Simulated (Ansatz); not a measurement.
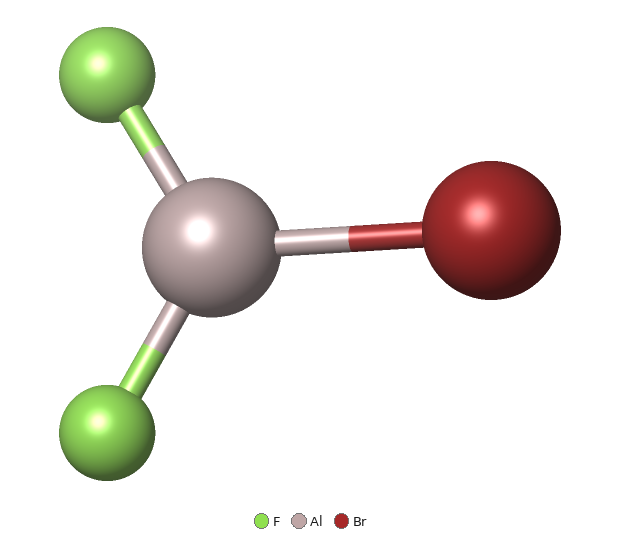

Ball-and-stick drawing of a structure.

> Count the atoms of each element.

AlBrF₂, 4 atoms: 1 aluminium, 1 bromine and 2 fluorine.

> Which point group does it belong to?

C2v.

> Count the bonded pairs by element.

2 Al–F, 1 Al–Br.

> Give a SMILES string for it.

[F][Al]([F])[Br]

> How many sets of symmetry-equivalent atoms are there?

3: 2 F, 1 Al, 1 Br.

More results for the same structure follow; atom numbers are the same in all pictures, views and colours differ. The computed structure is the end point of a PBE0-D4/def2-TZVP optimisation.

## Shape

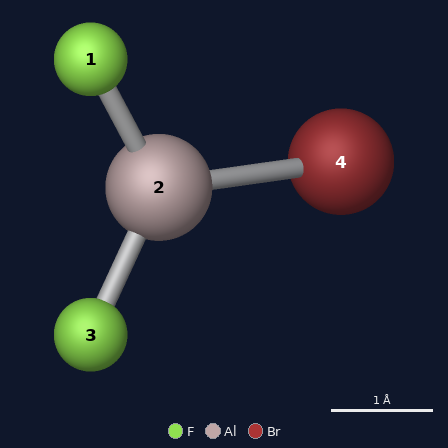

> Describe the coordination of atom 2.

Al2 has 3 neighbours (F1 at 1.63, F3 at 1.63, Br4 at 2.22 Å); the arrangement is trigonal planar.

## Dipole moment

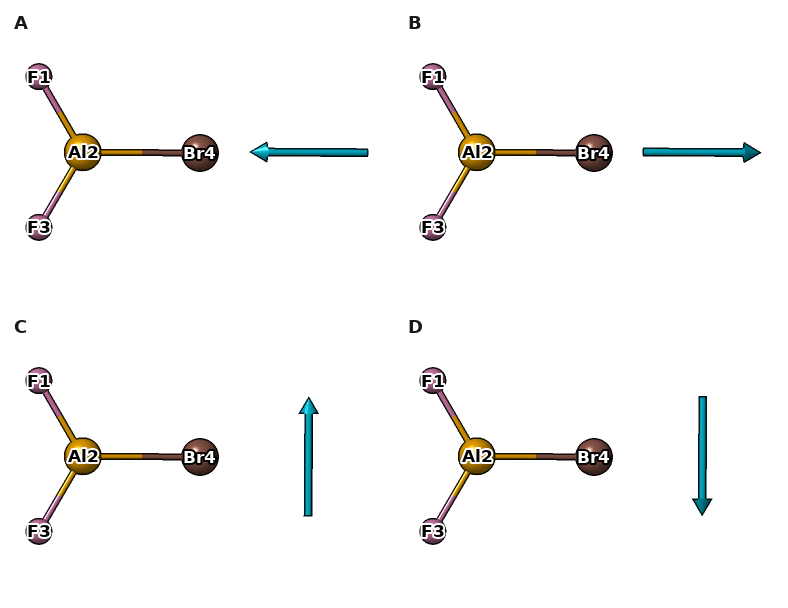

The same molecule four times, each with an arrow. Properties computed with RKS PBE0-D4/def2-TZVP (Ansatz 0.2.0).

> Which arrow points along the dipole moment, from the negative to the positive end?

B. The dipole moment is 0.68 D; it points from the side of F1, F3 to the side of Br4 (the outermost atoms at the two ends).

## Vibrations

Harmonic vibrations computed with RKS PBE0-D4/def2-TZVP (Ansatz 0.2.0) at a stationary point of the same level.

> How many vibrational modes are there, and where do they lie?

6 modes: 161, 213, 251, 413, 818, 950 cm⁻¹.

## Thermal motion

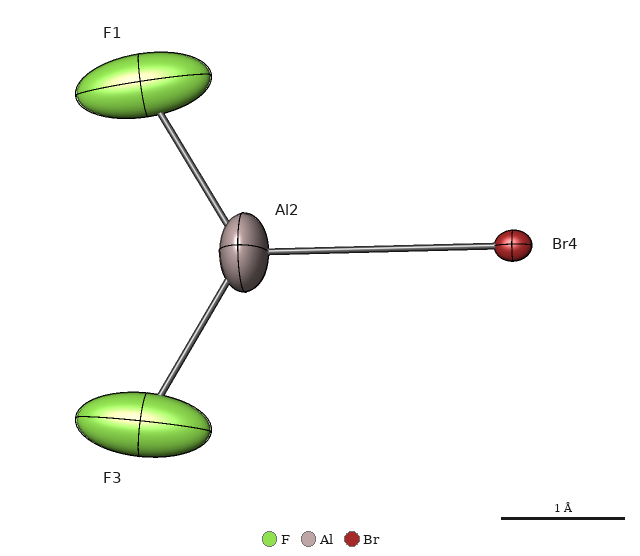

Displacement ellipsoids at the 50 % level, enlarged 3 times, from the internal vibrations of the free molecule (harmonic, no overall translation or rotation; no half-axis is drawn under 0.075 Å). Vibrations computed with RKS PBE0-D4/def2-TZVP (Ansatz 0.2.0). Temperature: 600 K.

> Which atom moves most?

F1, F3, with U_eq = 0.0065 Å².

List U_eq and the three principal root-mean-square amplitudes for each kind of atom.

```tsv
atom	U_eq (Å²)	rms amplitudes (Å)
F1, F3	0.0065	0.040, 0.056, 0.121
Al2	0.0043	0.043, 0.070, 0.078
Br4	0.00064	0.007, 0.028, 0.033
```
